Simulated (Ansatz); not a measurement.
Relaxed TaN (rock salt):

```yaml
crystal:
  lattice:
    - [0.00000, 4.41704, 4.41704]
    - [2.20852, 0.00000, 2.20852]
    - [2.20852, 2.20852, 0.00000]
  atoms:
    - { symbol: N, position: [0.00000, 0.00000, 0.00000] }
    - { symbol: N, position: [0.50000, 0.00000, 0.00000] }
    - { symbol: Ta, position: [0.25000, 0.50000, 0.50000] }
    - { symbol: Ta, position: [0.75000, 0.50000, 0.50000] }
```

A phonon eigenvector at L = (0.5, 0.0, 0.0) is frozen into this cell: atom i moves by Q times the vector below, so Q is the largest atomic displacement, in Å. The cell is held. (q is in reciprocal vectors of the primitive cell; the cell shown is doubled to hold the pattern.)

```csv
atom,x,y,z
N1,0.577,-0.577,-0.577
N2,-0.577,0.577,0.577
```

Atoms not listed stay in place.

Calculation: PBE (plane waves to 420 eV, PAW, scalar-relativistic; Ansatz, a program for electronic structure). k mesh 9×18×18 (Γ-centred), Fermi-Dirac smearing 0.05 eV. E stands for the smeared free energy. With partly filled bands, energies and forces of such displacements shift with the k mesh and the smearing. Spin-orbit coupling is left out, though Ta is heavy. TaN is run without spin polarisation. TaN was relaxed with its symmetry unable to fall. This is a high-temperature form of TaN. ΔE is measured from the undisplaced structure.

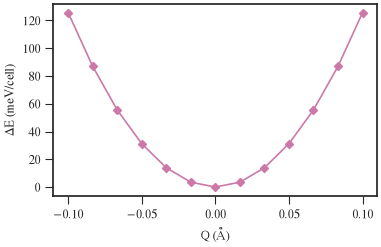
Figure: ΔE (meV/cell) against Q (Å); computed points joined by lines.

**Question.** What is the energy change at Q = 0.100 Å?

**Answer.** About 130 meV/cell.

**Question.** What harmonic wavenumber does the curvature at Q = 0 give?

**Answer.** About 490 cm⁻¹.

(For displaced atoms, the force is minus the slope of the energy, and its curvature is a force constant, which sets phonon frequencies.)
